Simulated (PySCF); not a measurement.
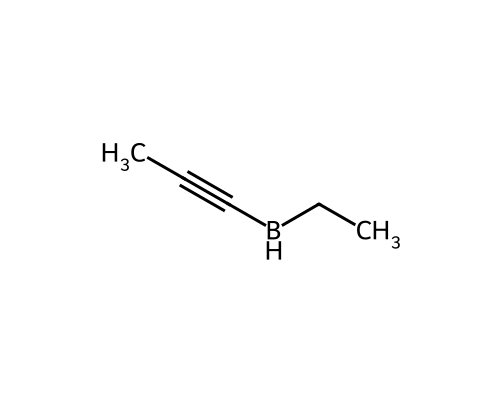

2D structure.

Question: Write the SMILES.

Answer: CC#CBCC

Question: Give the formula, hydrogens included.

Answer: C5H9B.

The parts below concern this one geometry. Atoms keep their numbers from picture to picture. The computed structure is the end point of a PBE0-D3(BJ)/def2-SVP optimisation. No frequency run is at hand to confirm it as a minimum.

Geometry

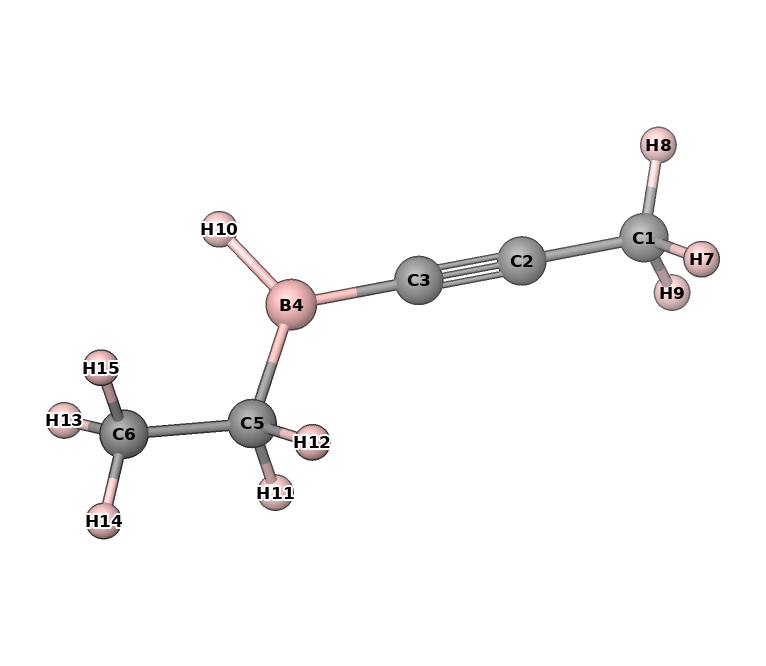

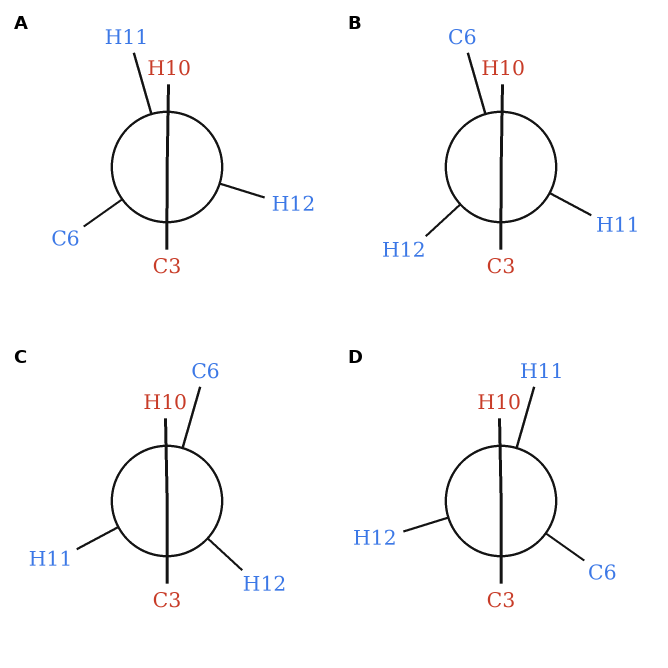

Atoms fade into the background with distance from the viewer. Bonds that would overlap in a projection are set slightly apart. No frequency run is at hand to confirm it as a minimum.

Question: Which Newman projection shows the view along B4–C5, with B4 in front?

Answer: B. The torsion angle C3–B4–C5–C6 is 174°, antiperiplanar (anti).

NMR shielding

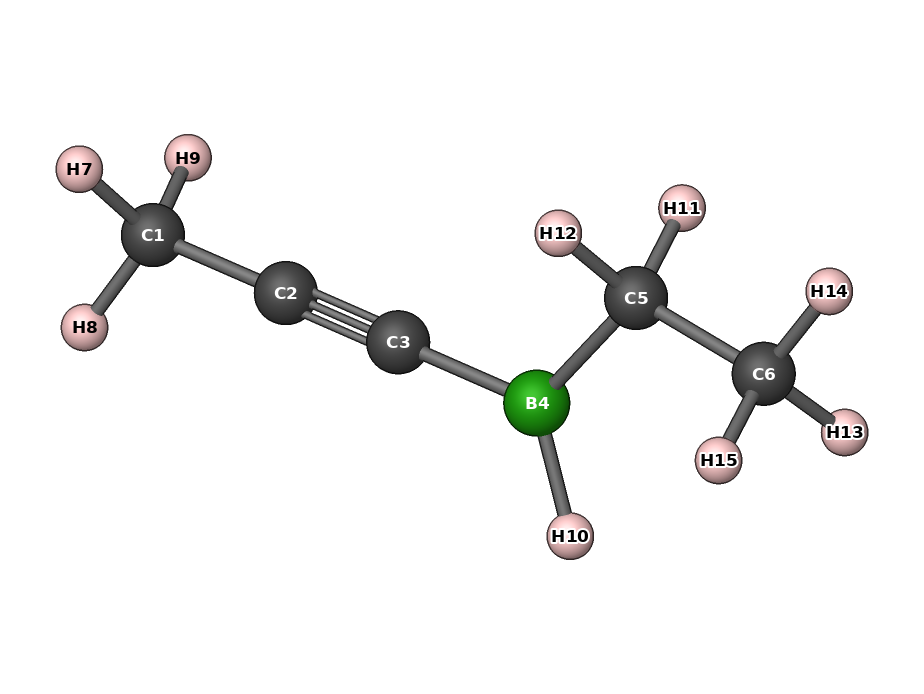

The questions are on isotropic NMR shieldings of the H atoms. No frequency run is at hand to confirm it as a minimum. Properties computed with GIAO PBE0/def2-SVP NMR shielding, non-relativistic, gas phase (PySCF 2.14.0).

List the isotropic NMR shieldings of the H atoms.

| atom | σ (ppm) |
| --- | --- |
| H7 | 29.34 |
| H8 | 29.30 |
| H9 | 29.33 |
| H10 | 24.54 |
| H11 | 30.26 |
| H12 | 29.91 |
| H13 | 30.10 |
| H14 | 30.43 |
| H15 | 30.19 |

Dipole moment

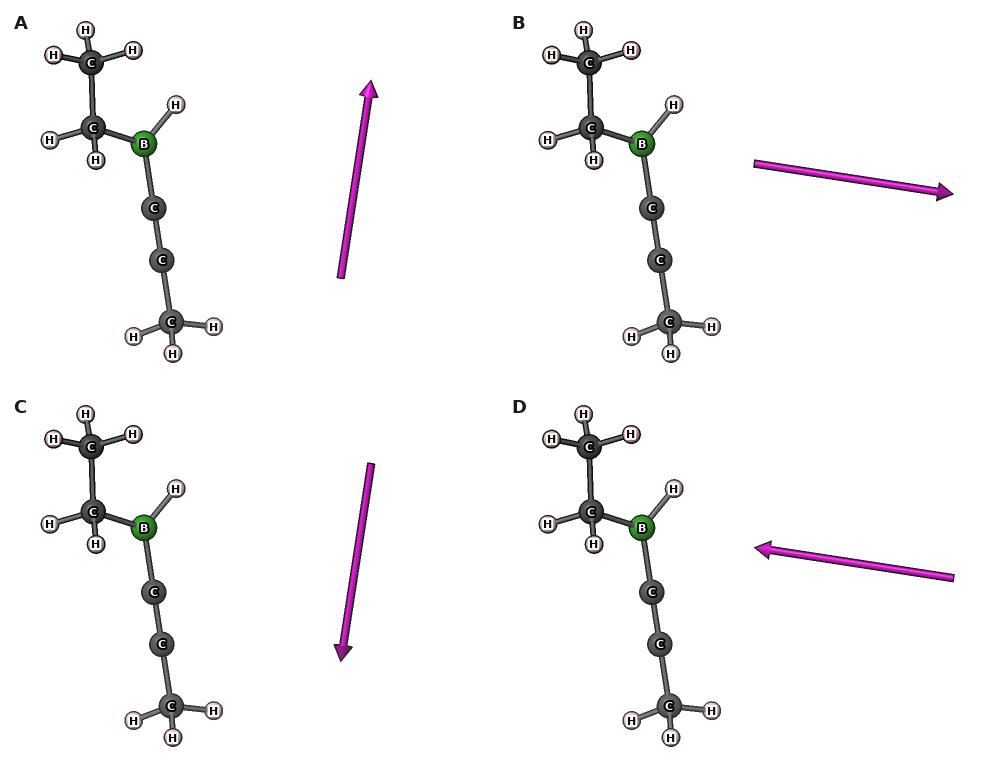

The same molecule four times, each with an arrow. No frequency run is at hand to confirm it as a minimum. Method: PBE0/STO-3G, gas phase (PySCF 2.14.0).

Question: Which arrow points along the dipole moment, from the negative to the positive end?

Answer: C. The dipole moment is 1.50 D.

Charges

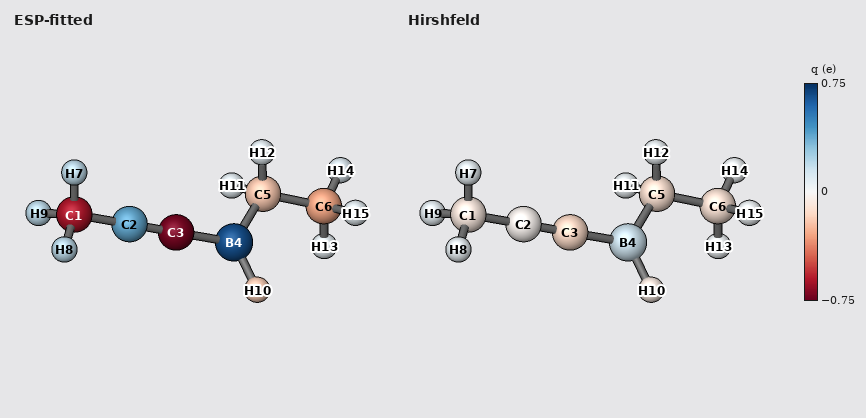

Atomic charges of one calculation by 2 schemes, on one colour scale. No frequency run is at hand to confirm it as a minimum. Method: PBE0/6-31G* (PySCF 2.14.0).

Question: Which scheme gives the most polar picture (largest mean size of the charges)?

Answer: The ESP-fitted charges are the largest in size here.

Question: On which atom do the schemes disagree most?

Answer: On C3 (from −0.71 to −0.14 e).

List the charges (e), one line for each set of equivalent atoms.

```
atom  ESP-fitted  Hirshfeld
  C1       −0.61      −0.07
  C2        0.39      −0.03
  C3       −0.71      −0.14
  B4        0.66       0.16
  C5       −0.20      −0.12
  C6       −0.29      −0.10
  H7        0.19       0.06
  H8        0.19       0.06
  H9        0.19       0.06
 H10       −0.18      −0.06
 H11        0.07       0.04
 H12        0.07       0.04
 H13        0.06       0.03
 H14        0.09       0.03
 H15        0.07       0.03
```

Quadrupole coupling

No frequency run is at hand to confirm it as a minimum. Electric field gradients from the ground-state density, PBE0/6-31G (PySCF 2.14.0), non-relativistic apart from any core potentials.

Give the largest field-gradient component, the quadrupole coupling constant and the asymmetry for 11B at B4 (Q = 40.59 mb).

```tsv
atom	V_zz (a.u.)	e²qQ/h (MHz)	η
B4	0.476	4.54	0.13
```
